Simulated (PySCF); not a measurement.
## Geometry relaxation of CH3BF3Ge (charge +1) (part 3 of 4)

Continued. System: CH3BF3Ge, charge +1, SMILES [CH3][Ge+]([F])[B](F)F. Method: HF/3-21G, RHF (PySCF 2.14.0). The atoms were displaced at random from an optimised geometry.

Geometry of the input (Å):
```
C  -1.8618  -0.1664  -0.0025
Ge 0.0241  0.2343  -0.0008
F  0.1502  1.9547  -0.0361
B  2.3196  -0.3222  -0.0312
F  3.0353  0.6961  0.0241
F  2.7649  -1.5188  0.0831
H  -2.0179  -1.2118  -0.1277
H  -2.2030  0.1771  -0.8780
H  -2.1807  0.2432  0.9202
```

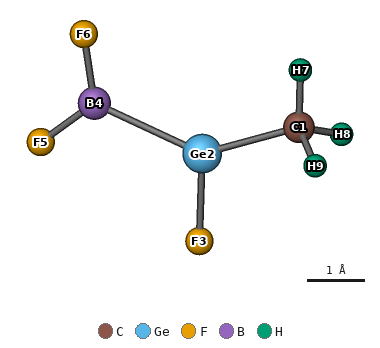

The geometry at step 3 of the log (ball-and-stick view, seen at a tilt; atoms are numbered from 1 in the order of the input).

### Log, continued
```
Geometry optimization cycle 8
Cartesian coordinates (Angstrom)
 Atom        New coordinates             dX        dY        dZ
   C  -1.609979  -0.237676  -0.019242   -0.000292  0.001193  0.000730
  Ge   0.124007   0.562360  -0.007001    0.000098  0.000769  0.001078
   F   0.090042   2.229974  -0.005474   -0.000799  0.000837  0.000928
   B   2.061943  -0.267125   0.011455    0.001047  0.000492  0.000898
   F   3.108458   0.525951  -0.032822    0.001322 -0.000502 -0.003137
   F   2.144103  -1.580970   0.066695   -0.004832 -0.000633  0.000675
   H  -1.547589  -1.318605  -0.035139    0.004465  0.001054 -0.000084
   H  -2.170648   0.099414  -0.887720    0.001306 -0.000863 -0.001032
   H  -2.169515   0.073057   0.860260   -0.002314 -0.002347 -0.000056
New geometry
   1 C     -1.609979021621  -0.237676093817  -0.019242248776 AA   -3.042419417159  -0.449142723671  -0.036362580208 Bohr
   2 Ge     0.124007369346   0.562359548576  -0.007001172912 AA    0.234339965492   1.062705530342  -0.013230299355 Bohr
   3 F      0.090042296267   2.229973625417  -0.005474418983 AA    0.170155279571   4.214039417041  -0.010345152568 Bohr
   4 B      2.061943358248  -0.267125479805   0.011455062191 AA    3.896508231455  -0.504793997725   0.021646930282 Bohr
   5 F      3.108458031986   0.525951275952  -0.032822197595 AA    5.874134350158   0.993903866415  -0.062024964261 Bohr
   6 F      2.144102564273  -1.580969504698   0.066695471105 AA    4.051766629453  -2.987599375169   0.126036174137 Bohr
   7 H     -1.547588562768  -1.318604619103  -0.035138683264 AA   -2.924518537140  -2.491801596691  -0.066402487748 Bohr
   8 H     -2.170647536980   0.099414241231  -0.887719908588 AA   -4.101929357854   0.187865688808  -1.677547502555 Bohr
   9 H     -2.169515498667   0.073057006287   0.860260096820 AA   -4.099790115480   0.138057733364   1.625655978882 Bohr

******** <class 'pyscf.scf.hf.RHF_Scanner'> ********
method = RHF_Scanner
initial guess = minao
damping factor = 0
level_shift factor = 0
DIIS = <class 'pyscf.scf.diis.CDIIS'>
diis_start_cycle = 1
diis_space = 8
diis_damp = 0
SCF conv_tol = 1e-09
SCF conv_tol_grad = None
SCF max_cycles = 50
direct_scf = True
direct_scf_tol = 1e-13
Set gradient conv threshold to 3.16228e-05
init E= -2425.90118342657
  HOMO = -0.674961459848886  LUMO = -0.225487619639522  gap/eV = 12.23081
cycle= 1 E= -2425.90212303965  delta_E= -0.00094  |g|= 0.00173  |ddm|= 0.00768
  HOMO = -0.674767642884633  LUMO = -0.225177589724287  gap/eV = 12.23397
cycle= 2 E= -2425.90212431649  delta_E= -1.28e-06  |g|= 0.000773  |ddm|= 0.00225
  HOMO = -0.674804065873657  LUMO = -0.225218802077232  gap/eV = 12.23384
cycle= 3 E= -2425.90212449335  delta_E= -1.77e-07  |g|= 0.000363  |ddm|= 0.000792
  HOMO = -0.674821542593134  LUMO = -0.225228828541693  gap/eV = 12.23404
cycle= 4 E= -2425.90212453741  delta_E= -4.41e-08  |g|= 4.03e-05  |ddm|= 0.000484
  HOMO = -0.674815896424719  LUMO = -0.225220759599251  gap/eV = 12.23411
cycle= 5 E= -2425.90212453844  delta_E= -1.03e-09  |g|= 1.37e-05  |ddm|= 7.75e-05
  HOMO = -0.674815984365825  LUMO = -0.225221581935012  gap/eV = 12.23409
cycle= 6 E= -2425.90212453857  delta_E= -1.26e-10  |g|= 5.42e-06  |ddm|= 2.45e-05
  HOMO = -0.674816811993187  LUMO = -0.225221911638575  gap/eV = 12.23410
Extra cycle  E= -2425.90212453858  delta_E= -5.91e-12  |g|= 3.07e-06  |ddm|= 7.44e-06
converged SCF energy = -2425.90212453858

******** <class 'pyscf.grad.rhf.Gradients_Scanner'> for <class 'pyscf.scf.hf.RHF_Scanner'> ********
unit = Eh/Bohr
--------------- RHF_Scanner gradients ---------------
         x                y                z
0 C    -0.0003384053     0.0001750593    -0.0000478173
1 Ge     0.0001123623    -0.0001437313    -0.0000585913
2 F    -0.0000516108     0.0000939578    -0.0000105477
3 B    -0.0001057936    -0.0001760021     0.0000357856
4 F    -0.0000044163     0.0000083284     0.0000262782
5 F     0.0000398764     0.0001395542    -0.0000339827
6 H     0.0001093013    -0.0000208781    -0.0000344348
7 H     0.0001556241    -0.0000756119     0.0001578635
8 H     0.0000830620    -0.0000006763    -0.0000345534
----------------------------------------------
cycle 8: E = -2425.90212454  dE = -6.55409e-06  norm(grad) = 0.000582013
Step    7 : Displace = 2.972e-03/5.006e-03 (rms/max) Trust = 3.000e-01 (=) Grad = 1.940e-04/3.840e-04 (rms/max) E (change) = -2425.9021245386 (-6.554e-06) Quality = 0.993
Hessian Eigenvalues: 2.17976e-02 2.29997e-02 2.37578e-02 ... 4.77133e-01 7.25927e-01 7.95235e-01

Geometry optimization cycle 9
Cartesian coordinates (Angstrom)
 Atom        New coordinates             dX        dY        dZ
   C  -1.609803  -0.237890  -0.019303    0.000176 -0.000214 -0.000060
  Ge   0.123935   0.562792  -0.006423   -0.000072  0.000432  0.000579
   F   0.090744   2.230282  -0.004718    0.000702  0.000308  0.000756
   B   2.062088  -0.266697   0.011434    0.000144  0.000429 -0.000021
   F   3.109118   0.525634  -0.034322    0.000660 -0.000317 -0.001500
   F   2.143314  -1.580716   0.067574   -0.000788  0.000254  0.000879
   H  -1.547844  -1.318816  -0.035305   -0.000256 -0.000212 -0.000166
   H  -2.170639   0.099434  -0.887912    0.000009  0.000020 -0.000192
   H  -2.170090   0.072356   0.859986   -0.000575 -0.000701 -0.000274
New geometry
   1 C     -1.609802977695  -0.237889656048  -0.019302571615 AA   -3.042086742353  -0.449546297798  -0.036476573853 Bohr
   2 Ge     0.123935464555   0.562791544336  -0.006422595733 AA    0.234204085130   1.063521884016  -0.012136946944 Bohr
   3 F      0.090743805414   2.230282114545  -0.004718175121 AA    0.171480939734   4.214622377005  -0.008916058787 Bohr
   4 B      2.062087504409  -0.266696849263   0.011434199324 AA    3.896780628220  -0.503984003391   0.021607505176 Bohr
   5 F      3.109117855007   0.525634443747  -0.034322170498 AA    5.875381234958   0.993305140320  -0.064859502242 Bohr
   6 F      2.143314345577  -1.580715518901   0.067574156190 AA    4.050277111992  -2.987119411573   0.127696648298 Bohr
   7 H     -1.547844159522  -1.318816122116  -0.035304794254 AA   -2.925001545005  -2.492201279460  -0.066716392023 Bohr
   8 H     -2.170638536709   0.099434371303  -0.887911872538 AA   -4.101912349807   0.187903729130  -1.677910261847 Bohr
   9 H     -2.170090300957   0.072355672447   0.859985824242 AA   -4.100876334384   0.136732404483   1.625137678826 Bohr

******** <class 'pyscf.scf.hf.RHF_Scanner'> ********
method = RHF_Scanner
initial guess = minao
damping factor = 0
level_shift factor = 0
DIIS = <class 'pyscf.scf.diis.CDIIS'>
diis_start_cycle = 1
diis_space = 8
diis_damp = 0
SCF conv_tol = 1e-09
SCF conv_tol_grad = None
SCF max_cycles = 50
direct_scf = True
direct_scf_tol = 1e-13
Set gradient conv threshold to 3.16228e-05
init E= -2425.90178096027
  HOMO = -0.674864497204519  LUMO = -0.225245113282546  gap/eV = 12.23477
cycle= 1 E= -2425.90212494646  delta_E= -0.000344  |g|= 0.000477  |ddm|= 0.00219
  HOMO = -0.674798553668817  LUMO = -0.225191744477609  gap/eV = 12.23442
cycle= 2 E= -2425.90212505349  delta_E= -1.07e-07  |g|= 0.000195  |ddm|= 0.000638
  HOMO = -0.674807541057712  LUMO = -0.225193507586995  gap/eV = 12.23462
cycle= 3 E= -2425.9021250678  delta_E= -1.43e-08  |g|= 0.000101  |ddm|= 0.000238
  HOMO = -0.67480770810765  LUMO = -0.225193921589423  gap/eV = 12.23461
cycle= 4 E= -2425.90212507073  delta_E= -2.93e-09  |g|= 1.27e-05  |ddm|= 0.000116
  HOMO = -0.674806537212636  LUMO = -0.225193820286758  gap/eV = 12.23459
cycle= 5 E= -2425.90212507086  delta_E= -1.31e-10  |g|= 4.27e-06  |ddm|= 2.62e-05
  HOMO = -0.674806927524458  LUMO = -0.225193839163955  gap/eV = 12.23460
Extra cycle  E= -2425.90212507087  delta_E= -3.18e-12  |g|= 2.08e-06  |ddm|= 6.63e-06
converged SCF energy = -2425.90212507087

******** <class 'pyscf.grad.rhf.Gradients_Scanner'> for <class 'pyscf.scf.hf.RHF_Scanner'> ********
unit = Eh/Bohr
--------------- RHF_Scanner gradients ---------------
         x                y                z
0 C    -0.0001002842     0.0000423267     0.0000155502
1 Ge     0.0000109172     0.0000369208    -0.0000333331
2 F     0.0000225735    -0.0000185306    -0.0000207869
3 B    -0.0000569146    -0.0000303603     0.0000322165
4 F     0.0000463821     0.0000306931     0.0000204665
5 F     0.0000103359    -0.0000015907    -0.0000327463
6 H     0.0000147363    -0.0000077308    -0.0000050921
7 H     0.0000339721    -0.0000236575     0.0000446884
8 H     0.0000182816    -0.0000280707    -0.0000209632
----------------------------------------------
cycle 9: E = -2425.90212507  dE = -5.3229e-07  norm(grad) = 0.000177305
Step    8 : Displace = 8.962e-04/1.622e-03 (rms/max) Trust = 3.000e-01 (=) Grad = 5.910e-05/1.100e-04 (rms/max) E (change) = -2425.9021250709 (-5.323e-07) Quality = 1.220
Hessian Eigenvalues: 2.17976e-02 2.29997e-02 2.37578e-02 ... 4.77133e-01 7.25927e-01 7.95235e-01
Converged! =D

converged: True
C          -1.60980298       -0.23788966       -0.01930257
Ge          0.12393546        0.56279154       -0.00642260
F           0.09074381        2.23028211       -0.00471818
B           2.06208750       -0.26669685        0.01143420
F           3.10911786        0.52563444       -0.03432217
F           2.14331435       -1.58071552        0.06757416
H          -1.54784416       -1.31881612       -0.03530479
H          -2.17063854        0.09943437       -0.88791187
H          -2.17009030        0.07235567        0.85998582

******** <class 'pyscf.scf.hf.RHF'> ********
method = RHF
initial guess = minao
damping factor = 0
level_shift factor = 0
DIIS = <class 'pyscf.scf.diis.CDIIS'>
diis_start_cycle = 1
diis_space = 8
diis_damp = 0
SCF conv_tol = 1e-09
SCF conv_tol_grad = None
SCF max_cycles = 50
direct_scf = True
direct_scf_tol = 1e-13
Set gradient conv threshold to 3.16228e-05
Initial guess from minao.
init E= -2424.63265081121
  HOMO = -0.356489288893681  LUMO = -0.0970609430414648  gap/eV = 7.05940
cycle= 1 E= -2425.75567706773  delta_E= -1.12  |g|= 0.75  |ddm|= 2.64
  HOMO = -0.697642560916726  LUMO = -0.272436447554346  gap/eV = 11.57045
cycle= 2 E= -2425.86820140785  delta_E= -0.113  |g|= 0.469  |ddm|= 1.05
  HOMO = -0.686375840573827  LUMO = -0.240235651107757  gap/eV = 12.14009
cycle= 3 E= -2425.90088165307  delta_E= -0.0327  |g|= 0.0545  |ddm|= 0.333
  HOMO = -0.672765978676795  LUMO = -0.224242735512016  gap/eV = 12.20494
cycle= 4 E= -2425.90202823484  delta_E= -0.00115  |g|= 0.0156  |ddm|= 0.0796
  HOMO = -0.674457707007231  LUMO = -0.225017333258815  gap/eV = 12.22990
cycle= 5 E= -2425.90211139101  delta_E= -8.32e-05  |g|= 0.00628  |ddm|= 0.024
  HOMO = -0.674974873523147  LUMO = -0.225301460404241  gap/eV = 12.23624
cycle= 6 E= -2425.90212355742  delta_E= -1.22e-05  |g|= 0.00139  |ddm|= 0.00767
  HOMO = -0.674824240023061  LUMO = -0.225212986570484  gap/eV = 12.23455
cycle= 7 E= -2425.90212496796  delta_E= -1.41e-06  |g|= 0.00036  |ddm|= 0.00344
  HOMO = -0.674818809719611  LUMO = -0.225187558752832  gap/eV = 12.23509
cycle= 8 E= -2425.90212506019  delta_E= -9.22e-08  |g|= 0.000138  |ddm|= 0.000717
  HOMO = -0.674804823239919  LUMO = -0.22518978742412  gap/eV = 12.23465
cycle= 9 E= -2425.90212506998  delta_E= -9.79e-09  |g|= 3.52e-05  |ddm|= 0.000219
  HOMO = -0.674805329380633  LUMO = -0.225193125909684  gap/eV = 12.23457
cycle= 10 E= -2425.90212507081  delta_E= -8.28e-10  |g|= 1.23e-05  |ddm|= 6.6e-05
  HOMO = -0.674806733729466  LUMO = -0.225193531404212  gap/eV = 12.23460
```

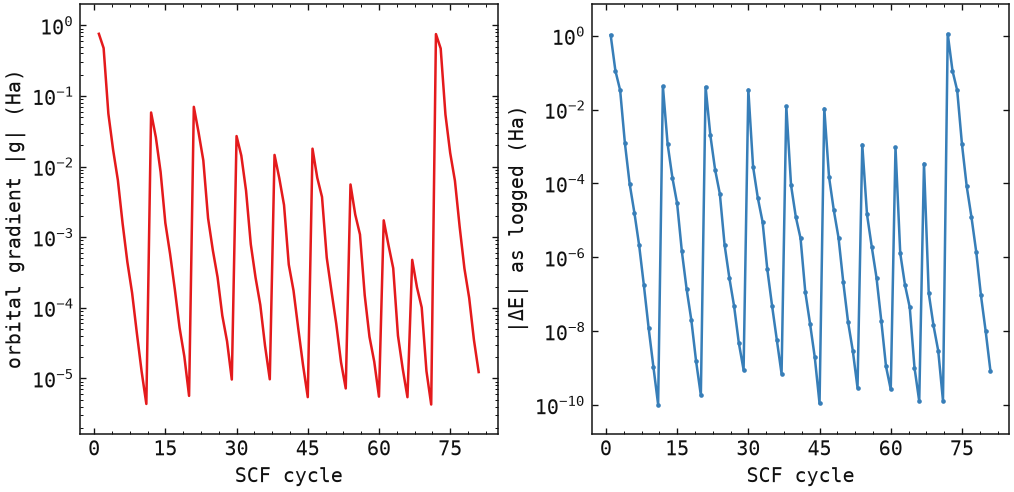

Convergence of the self-consistent field: orbital gradient |g| and size of the energy change against the SCF cycle. All cycles printed in the log are drawn one after another.

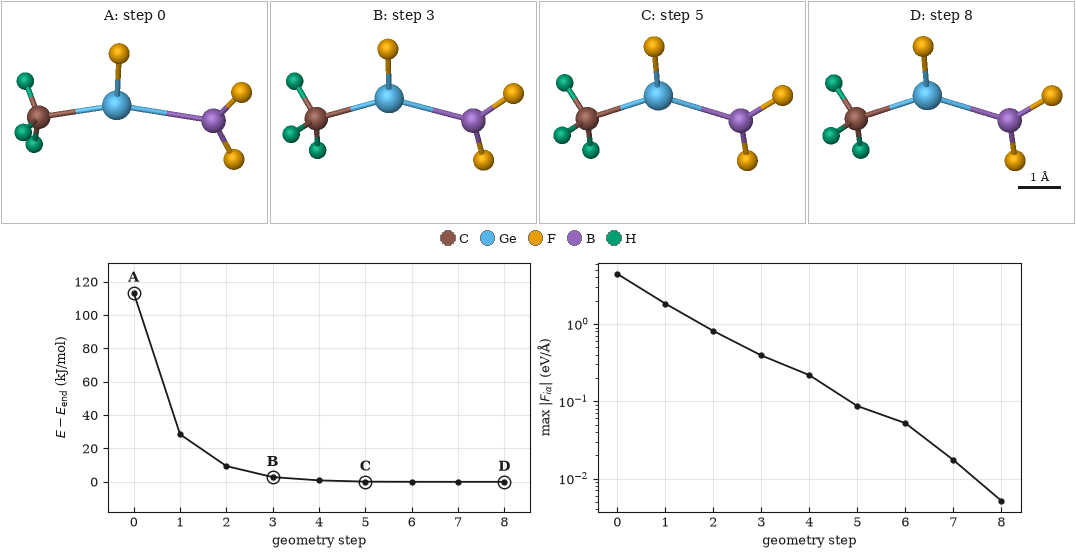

Frames of the relaxation (ball-and-stick view, seen at a tilt) above the curves, on which the letters mark them (steps are counted from 0).

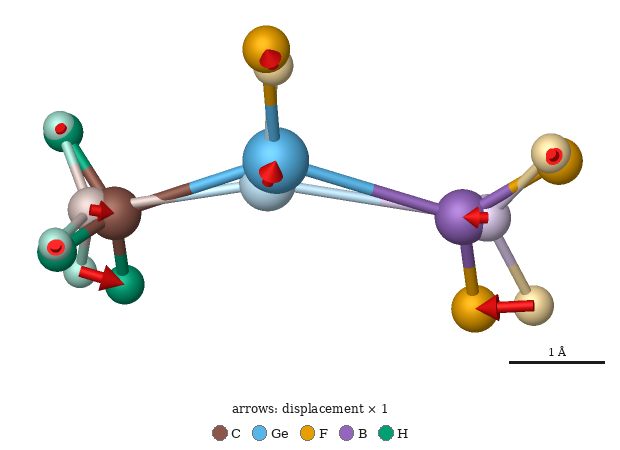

Start (faint) and end (solid) with the displacements as red arrows, at true length (ball-and-stick view, seen at a tilt). The two geometries are laid on each other by the best rigid fit. The energy falls by 113.4 kJ/mol in 8 geometry steps. The largest force component goes from 4.5 to 0.0052 eV/Å. The atom that moves furthest after the best rigid fit is F6 (0.62 Å). By element the largest moves are F 0.62 Å, H 0.49 Å, Ge 0.34 Å, B 0.27 Å, C 0.26 Å. Among the contacts that change: Ge2–B4 2.362 → 2.108 Å, C1–H8 1.000 → 1.088 Å, B4–F5 1.246 → 1.314 Å, Ge2–F3 1.725 → 1.668 Å. Among the angles that change: C1–Ge2–B4 154.4° → 132.0°, F3–Ge2–B4 99.4° → 114.3°, H8–C1–H9 121.8° → 106.9°. (Atoms are counted from 1 in the order of the input.)

```
Extra cycle  E= -2425.90212507083  delta_E= -2.27e-11  |g|= 6.76e-06  |ddm|= 1.67e-05
converged SCF energy = -2425.90212507083
E = -2425.9021250708 Eh
```

### Trajectory as extended XYZ (Å, eV, eV/Å), 9 frames, from step=0 to step=8
```
9
Properties=species:S:1:pos:R:3:forces:R:3 step=0 energy=-66010.98444
C    -1.8618   -0.1664   -0.0025    3.2569  -2.3017   1.7960
Ge    0.0241    0.2343   -0.0008    2.2966   2.0360  -0.4641
F     0.1502    1.9547   -0.0361   -0.2143  -1.8306   0.1033
B     2.3196   -0.3222   -0.0312   -4.4563  -1.8424   0.3815
F     3.0353    0.6961    0.0241    2.4637   4.0995  -0.0864
F     2.7649   -1.5188    0.0831    0.1336  -2.0824  -0.1044
H    -2.0179   -1.2118   -0.1277   -0.1869  -0.8940   0.8636
H    -2.2030    0.1771   -0.8780   -1.9710   2.4757  -2.8568
H    -2.1807    0.2432    0.9202   -1.3223   0.3397   0.3671
9
Properties=species:S:1:pos:R:3:forces:R:3 step=1 energy=-66011.86431
C    -1.7852   -0.1947   -0.0008    1.2948  -0.8431  -0.3084
Ge    0.0873    0.3131    0.0065    0.9615   0.3321  -0.1984
F     0.2522    1.9825   -0.0234   -0.2916  -0.1311   0.0437
B     2.2238   -0.2985   -0.0085   -1.8380  -0.3227   0.3088
F     3.0142    0.7329   -0.0075    0.6520   0.4919  -0.1079
F     2.5765   -1.5551    0.0713    0.1065  -0.2194  -0.0992
H    -1.8932   -1.2693   -0.0791    0.0150  -0.0678   0.4201
H    -2.2159    0.1862   -0.9110   -0.4243   0.6384   0.0140
H    -2.2287    0.1894    0.9035   -0.4760   0.1218  -0.0727
9
Properties=species:S:1:pos:R:3:forces:R:3 step=2 energy=-66012.06180
C    -1.6676   -0.2256   -0.0122    0.1768  -0.3336  -0.2879
Ge    0.1398    0.3961    0.0094   -0.7775   0.7755   0.1035
F     0.2183    2.0627   -0.0079   -0.1807   0.1660  -0.0052
B     2.0768   -0.2541    0.0346    0.8138  -0.3569  -0.2500
F     3.0283    0.6544   -0.0439   -0.0934  -0.1305   0.1026
F     2.3108   -1.5477    0.0490    0.1182  -0.2063   0.0980
H    -1.7102   -1.3098   -0.0355   -0.0850   0.0984   0.0145
H    -2.1633    0.1716   -0.9023    0.0323  -0.0649   0.2094
H    -2.2020    0.1387    0.8599   -0.0045   0.0522   0.0151
9
Properties=species:S:1:pos:R:3:forces:R:3 step=3 energy=-66012.13033
C    -1.6591   -0.2325   -0.0181   -0.2298  -0.0520  -0.1597
Ge    0.1147    0.4655   -0.0020    0.3442   0.2040   0.0540
F     0.1526    2.1336   -0.0096   -0.1255   0.0701  -0.0030
B     2.1052   -0.2669    0.0188    0.2474  -0.0646  -0.0831
F     3.0995    0.6022   -0.0307   -0.3922  -0.2068   0.0390
F     2.2995   -1.5714    0.0587   -0.1034   0.1291   0.0248
H    -1.6729   -1.3169   -0.0276   -0.0117   0.0863  -0.0809
H    -2.1956    0.1581   -0.8906    0.1704  -0.1902   0.1670
H    -2.2131    0.1146    0.8523    0.1006   0.0241   0.0418
9
Properties=species:S:1:pos:R:3:forces:R:3 step=4 energy=-66012.15066
C    -1.6313   -0.2376   -0.0206   -0.2180   0.1128  -0.0176
Ge    0.1216    0.5117   -0.0082    0.1488   0.0661  -0.0348
F     0.1282    2.1814   -0.0102   -0.0667  -0.0511   0.0053
B     2.0813   -0.2775    0.0048    0.1103  -0.0054   0.0952
F     3.0811    0.5812   -0.0219   -0.1211  -0.1832  -0.0301
F     2.2395   -1.5858    0.0672   -0.0467   0.1833  -0.0424
H    -1.6215   -1.3197   -0.0322    0.0399   0.0035  -0.0469
H    -2.1857    0.1344   -0.8850    0.1022  -0.1073   0.0736
H    -2.1824    0.0985    0.8572    0.0512  -0.0186  -0.0024
9
Properties=species:S:1:pos:R:3:forces:R:3 step=5 energy=-66012.15860
C    -1.6119   -0.2387   -0.0212   -0.0868   0.0848   0.0448
Ge    0.1248    0.5525   -0.0073    0.0008  -0.0630   0.0032
F     0.0884    2.2196   -0.0066    0.0160   0.0215   0.0001
B     2.0657   -0.2721    0.0154    0.0624   0.0609  -0.0374
F     3.1012    0.5367   -0.0295   -0.0142  -0.0063   0.0116
F     2.1723   -1.5838    0.0622   -0.0487  -0.0189   0.0152
H    -1.5684   -1.3192   -0.0337    0.0304  -0.0357  -0.0057
H    -2.1735    0.1071   -0.8866    0.0206  -0.0148  -0.0077
H    -2.1678    0.0841    0.8584    0.0194  -0.0286  -0.0240
9
Properties=species:S:1:pos:R:3:forces:R:3 step=6 energy=-66012.15953
C    -1.6097   -0.2389   -0.0200   -0.0137   0.0357   0.0249
Ge    0.1239    0.5616   -0.0081   -0.0058  -0.0139  -0.0079
F     0.0908    2.2291   -0.0064   -0.0017  -0.0044   0.0011
B     2.0609   -0.2676    0.0106    0.0474   0.0433   0.0109
F     3.1071    0.5265   -0.0297   -0.0090   0.0138  -0.0072
F     2.1489   -1.5803    0.0660   -0.0244  -0.0522  -0.0015
H    -1.5521   -1.3197   -0.0351    0.0103  -0.0087   0.0016
H    -2.1720    0.1003   -0.8867   -0.0028   0.0005  -0.0126
H    -2.1672    0.0754    0.8603   -0.0004  -0.0142  -0.0094
```
